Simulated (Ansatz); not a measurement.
```yaml
atoms:
  - { symbol: Si, position_ang: [0.0547, -0.0255, -0.2937] }
  - { symbol: H, position_ang: [-0.0186, -0.1911, 2.3641] }
  - { symbol: H, position_ang: [1.4993, 0.0217, -0.7363] }
  - { symbol: C, position_ang: [-0.8959, 1.5563, -0.7183] }
  - { symbol: H, position_ang: [-1.9879, 1.3719, -0.7020] }
  - { symbol: H, position_ang: [-0.6755, 2.3710, 0.0008] }
  - { symbol: H, position_ang: [-0.6065, 1.8977, -1.7347] }
  - { symbol: H, position_ang: [-0.5791, -1.2558, -0.8944] }
  - { symbol: N, position_ang: [-0.3039, 0.1604, 3.3107] }
  - { symbol: H, position_ang: [-0.4041, -0.6908, 3.8891] }
  - { symbol: H, position_ang: [0.5596, 0.6042, 3.6611] }
```

Method: Ansatz 0.2.0, UKS PBE-D4/def2-SVP.

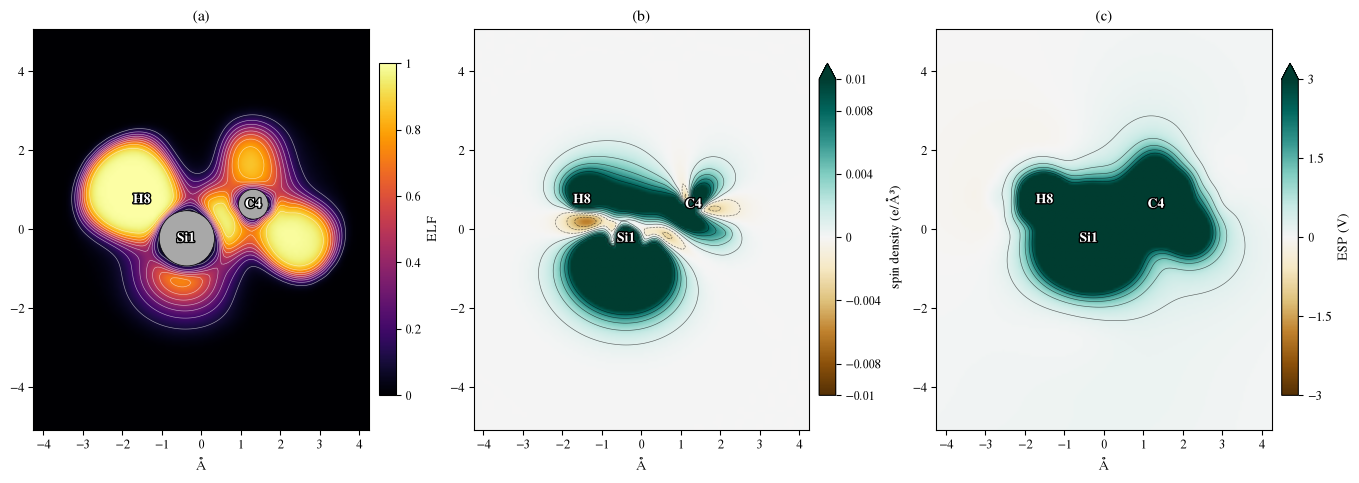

CH$_{5}$Si···NH$_{3}$ (doublet). (a) ELF; (b) spin density; (c) molecular electrostatic potential on the plane of atoms C4, Si1 and H8. Grey discs cover the atomic cores in the ELF map.

Q: Interpret the plot.

A: Atoms in the plane: Si, C and H.
C–Si (1.89 Å): the ELF peaks at about 0.95 between the atoms, as expected for localised, covalent bonding.
Si–H (1.51 Å): the ELF climbs to about 1 towards the hydrogen, as it does in any bond to H.
The unpaired spin (1 electron) lies mostly on Si1 (about 0.7), in electrons by Hirshfeld's partition.
The potential has no marked negative region in this plane.
